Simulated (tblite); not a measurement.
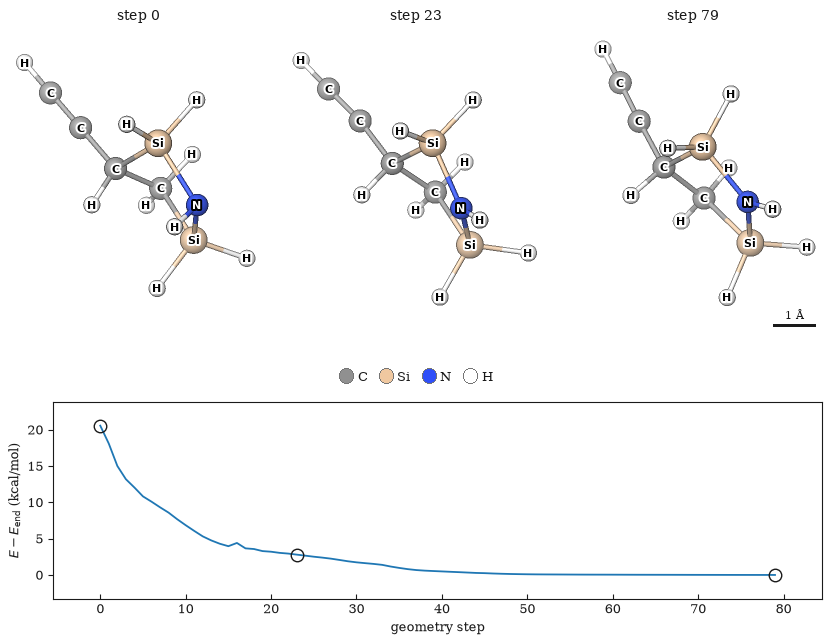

Frames of a relaxation of C$_{4}$H$_{9}$NSi$_{2}$, marked on the history of the run. The picture is a ball-and-stick view, seen from a free direction.

Theory: tblite, GFN2-xTB geometry optimisation, gas phase. 

What happens along the run?

After 79 geometry steps the energy has fallen by 20.6 kcal/mol. An H atom moves most after the best rigid fit: 1.16 Å. By element the largest moves are H 1.16 Å, C 0.49 Å, Si 0.32 Å, N 0.21 Å. Some distances before and after: N–Si 1.810 → 1.732 Å, C–Si 1.857 → 1.916 Å, H–N 1.055 → 1.004 Å, N–Si 1.780 → 1.736 Å. Among the angles between lasting bonds that change: Si–N–Si 101.7° → 118.7°, Si–N–H 106.2° → 120.6°, Si–N–H 110.1° → 120.7°. Groups turn about C–Si by about 30°, C–C by about 25°. The run took 0.62 s on 1 thread of Arm Neoverse V1, on a shared host. From step 0 to 23: an H atom moves most (0.70 Å), energy −17.8 kcal/mol. From step 23 to 79: an H atom moves most (0.68 Å), energy −2.80 kcal/mol.
